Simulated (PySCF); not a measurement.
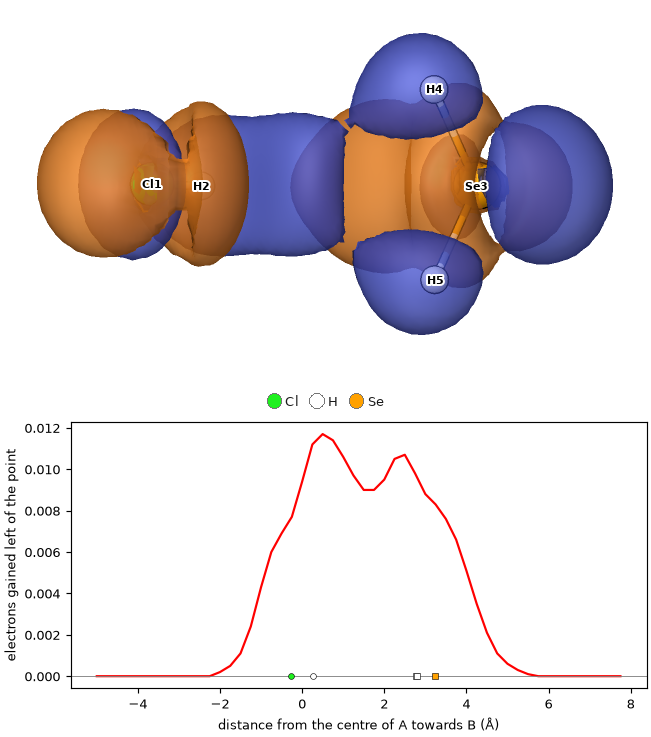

*ClH₃Se, SMILES `Cl.[SeH2]`. Density of the complex less the densities of the two fragments at the same geometry, ±0.002 e/Å³ (orange: gain, blue: loss). Fragment A: HCl (atoms 1–2); fragment B: H2Se. Below: the charge-displacement curve along the line of centres (A on the left).*

Level of theory: BP86/def2-SVP (PySCF), at a geometry from GFN2-xTB. GFN2-xTB bond lengths at metals and heavier atoms can be off by up to 0.1 Å and shapes distorted, which carries into these values.

Coordinates in Å:

```
Cl1     -2.4551   -0.0007   -0.0263
H2      -1.5980    0.0291    0.9225
Se3      1.2431    0.0007    0.0262
H4       0.5303   -1.0464   -0.6562
H5       0.5398    1.0070   -0.7094
```

Question: How is the density rearranged on binding?

Answer: Hirshfeld charges show 0.009 e passing from B to A. By Hirshfeld charges, electrons gather most on Cl1 (−0.014 e) and leave H4 and H5 alike most (+0.006 e); 0.05 e is displaced in all, which induces a dipole of 0.24 D.

Question: What is the interaction energy, and which contacts carry it?

Answer: The counterpoise-corrected interaction energy of the frozen fragments is +0.1 kcal/mol without dispersion correction and −1.8 kcal/mol with D3(BJ). The pair geometry is semi-empirical, not a minimum at this level. Contacts: H2···Se3, hydrogen bond, 2.98 Å, ρ = 0.009 a.u. The pose is a local one from a semi-empirical search, not shown to be the most stable.
